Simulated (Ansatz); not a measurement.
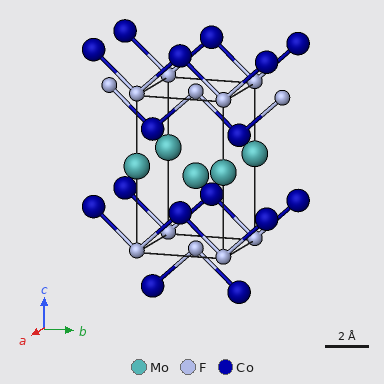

View slightly off an axis, drawn as a ball-and-stick model. Atoms at the boundary of the simulation cell (the box) are drawn once for each face, edge or corner they touch. Periodic images bonded to atoms of the box are shown as well.

The calculation's input:
```yaml
crystal:
  lattice:
    - [4.427731, 0.0, 0.0]
    - [0.0, 4.266268, 0.0]
    - [0.0, 0.0, 7.467827]
  atoms:
    - { symbol: Mo, position: [0.0, 0.0, 0.5498] }
    - { symbol: Mo, position: [0.5, 0.5, 0.4502] }
    - { symbol: F, position: [0.0, 0.0, 0.0127] }
    - { symbol: F, position: [0.5, 0.5, 0.9873] }
    - { symbol: Co, position: [0.0, 0.5, 0.2725] }
    - { symbol: Co, position: [0.5, 0.0, 0.7275] }
kpoints:
  mp_grid: { grid: [2, 3, 1], shift: [0, 0, 0] }
magnetization:
  spin_polarized: false
scf:
  occupations: { method: gaussian, width: 0.26 }
hamiltonian:
  pseudopotentials: { kind: paw }
  xc: pbe0
basis:
  ecutwfc: 420
  fft_grid_basis: typed
output:
  forces: true
  stress: true
  eigenvalues: true
  bader: true
  populations: true
  elf: true
  write_potential: true
  volumetric_format: npy
  dos:
    e_range: [-12, 8]
    de: 0.05
    projected: { site_lists: { Co: [Co], F: [F], Mo: [Mo] } }
    method: { smearing: { sigma: 0.1, scheme: gaussian } }
```

Run with DFT, PAW plane waves, PBE0 (Ansatz 0.2.0) and these settings: 420 eV cutoff, a 2×3×1 k-point grid, Gaussian smearing of 0.26 eV, no spin polarisation (a spin-restricted run, not always the ground state). The pressure of the cell is -25 GPa.

Question: State the Bader charges by element.

Answer: Co +0.20 e; Mo +0.55 e; F -0.75 e.

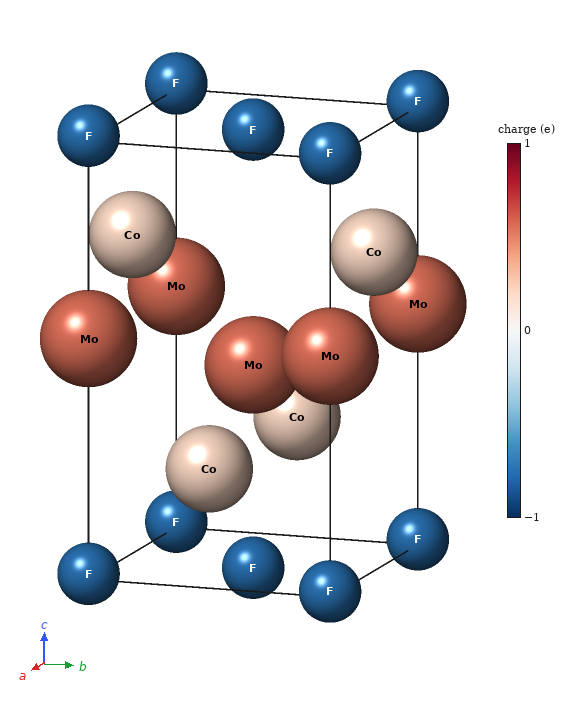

The atoms coloured by those charges.

The geometry is that of a generated cell, made by putting these elements into a known structure type (the compound may or may not exist in this form), without relaxation. A calculation with Ansatz used it as input.

At this level of theory the cell isn't at rest (stretched, at -25 GPa), so its distances can differ from those at equilibrium, the more so the softer the solid.
